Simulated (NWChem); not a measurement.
**HF/def2-SVP run of C2H9AlGe (SMILES [AlH2][CH2][CH2][GeH3])**

Aim: energy and gradient of C2H9AlGe. 

The results are computed with NWChem 7.3.0.

1 further run of the same task is left out (set aside as unsound or not needed).

### Step 1. The structure to begin with

C2H9AlGe has 13 atoms, charge 0, and is taken as a singlet. SMILES: `[AlH2][CH2][CH2][GeH3]`. Geometry: relaxed at PBE0-D4/def2-TZVP. This is one conformer, not always the lowest.

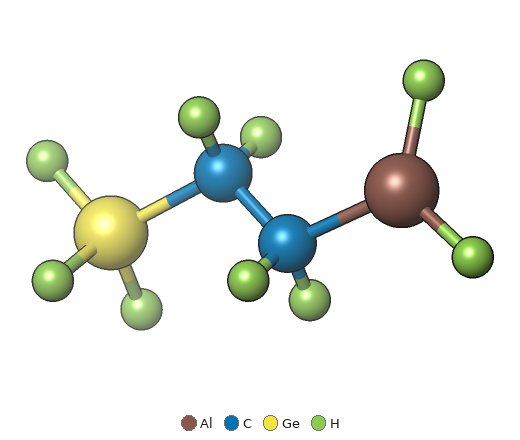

Viewed from a chosen angle; aluminium brown, carbon blue, germanium yellow, hydrogen green.

### Step 2. Energy and forces at HF/def2-SVP

File sp.nw:

```
start sp
title "C2H9AlGe"
memory 2200 mb

geometry units angstroms noautosym nocenter noautoz
  Al      -1.171700       2.193300      -0.658400
  C       -0.613200       0.317200      -0.520700
  C        0.500900       0.019800       0.486300
  Ge       0.989700      -1.880800       0.549000
  H       -2.312000       2.613000      -1.685500
  H       -0.486500       3.300400       0.256200
  H       -0.325300      -0.016500      -1.527800
  H       -1.509600      -0.277300      -0.293200
  H        1.406500       0.588200       0.254700
  H        0.211900       0.322200       1.497100
  H        1.465900      -2.336400      -0.844400
  H       -0.246700      -2.718000       0.931800
  H        2.110700      -2.159900       1.569800
end

basis spherical bse
  Al library def2-SVP
  C library def2-SVP
  Ge library def2-SVP
  H library def2-SVP
end

scf
  thresh 1e-08
  maxiter 80
  print medium
end

task scf gradient
```

Launch:

```console
nwchem sp.nw > sp.out
```

Output:

```text
[...]
  functions       =   123
[...]
  wavefunction    = RHF
[...]
         Total SCF energy =  -2397.833213584320
      One-electron energy =  -3934.552831949853
      Two-electron energy =   1238.398640408192
 Nuclear repulsion energy =    298.320977957341
        Time for solution =     18.3s
[...]
                         RHF ENERGY GRADIENTS
    atom               coordinates                        gradient
                 x          y          z           x          y          z
   1 Al     -2.214192   4.144736  -1.244196    0.002059  -0.006396   0.000646
   2 C      -1.158780   0.599421  -0.983980    0.003943   0.001077   0.003974
   3 C       0.946564   0.037417   0.918974   -0.004386   0.001799  -0.003797
   4 Ge      1.870262  -3.554197   1.037460   -0.000948   0.003795  -0.000141
   5 H      -4.369046   4.937854  -3.185133   -0.001355   0.000269  -0.001290
   6 H      -0.919352   6.236852   0.484148    0.001147   0.000868   0.001309
   7 H      -0.614728  -0.031180  -2.887123   -0.000185   0.000024  -0.000563
   8 H      -2.852730  -0.524021  -0.554068   -0.000572  -0.000056  -0.000133
   9 H       2.657900   1.111537   0.481313    0.000529  -0.000468  -0.000125
  10 H       0.400433   0.608870   2.829109    0.000006  -0.000596   0.000390
  11 H       2.770149  -4.415156  -1.595685   -0.000047   0.000103  -0.000842
[...]
```

Wall time 24 s (1 thread of AMD EPYC 9R45 (Zen 5), shared host); peak memory 0.1 GiB.

### Step 3. Results

At HF/def2-SVP:

```
                quantity           value
            total energy  -2397.83321 Eh
           dipole moment          0.29 D
             HOMO energy        -9.95 eV
             LUMO energy         1.38 eV
           HOMO–LUMO gap        11.33 eV
largest force on an atom      0.347 eV/Å
```

In words: Mulliken charges run from -0.47 on C2 to +0.86 on Al1; they depend strongly on the basis. The largest force is 0.35 eV/Å: the shape isn't a stationary point for this species at this level.
